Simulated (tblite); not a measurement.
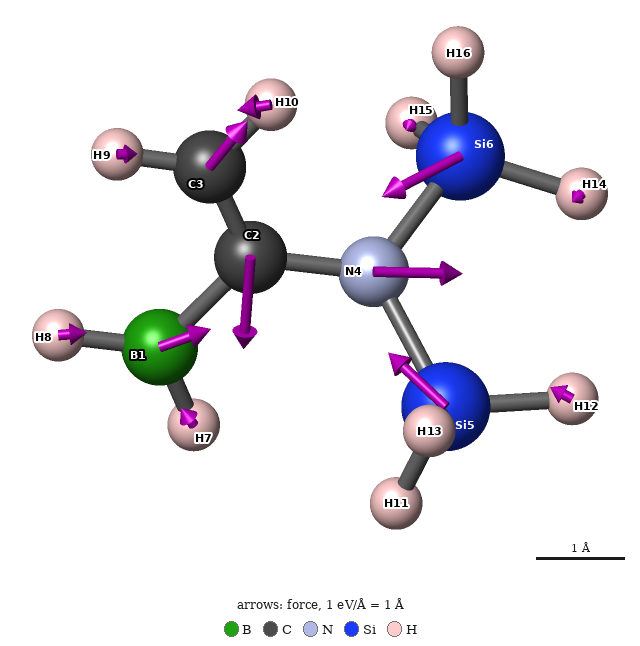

Starting geometry of C$_{2}$H$_{10}$BNSi$_{2}$ with the computed forces as purple arrows. A ball-and-stick model, seen face on.

These are results of tblite, GFN2-xTB geometry optimisation, gas phase, not measurements. 

**Is this structure relaxed? If not, where do the atoms go?**

It isn't relaxed: the largest force vector, on C2, is 1.24 eV/Å. The final displacements have little in common with the starting forces (cosine between the two patterns 0.09). The energy falls by 0.294 eV in 193 geometry steps. H13 moves most after the best rigid fit: 1.04 Å. Largest moves by element: H 1.04 Å, B 0.43 Å, C 0.39 Å, Si 0.14 Å, N 0.04 Å. Among the contacts that change: N4–Si6 1.801 → 1.745 Å, N4–Si5 1.793 → 1.743 Å, B1–C2 1.587 → 1.546 Å, C2–N4 1.433 → 1.405 Å. Bond angles that change, for instance: N4–Si6–H14 110.6° → 106.2°, N4–Si5–H12 110.9° → 106.9°, C2–C3–H10 119.5° → 123.0°. Groups turn about N4–Si5 by about 35°, C2–N4 by about 25°, B1–C2 by about 20°.
